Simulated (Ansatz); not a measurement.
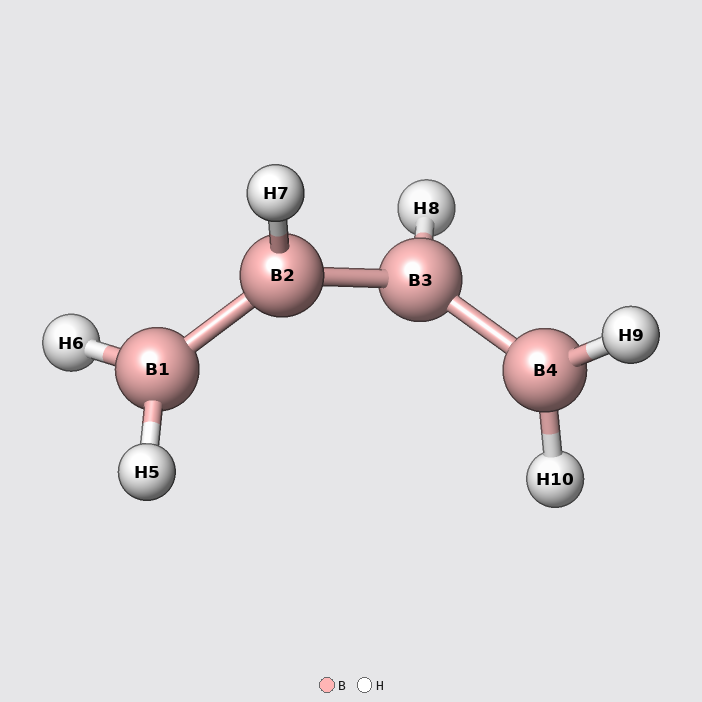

The computed structure is the end point of a PBE-D4/def2-SVP optimisation. No frequency run is at hand to confirm it as a minimum.

How are the neighbours of atom 1 arranged?

Answer. B1 has 3 neighbours (B2 at 1.64, H5 at 1.22, H6 at 1.22 Å); the arrangement is trigonal planar.

How are the neighbours of atom 2 arranged?

Answer. B2 has 3 neighbours (B1 at 1.64, B3 at 1.64, H7 at 1.23 Å); the arrangement is trigonal planar.

What is the dihedral angle B1–B2–B3–B4?

Answer. 87° in size, that is about perpendicular.
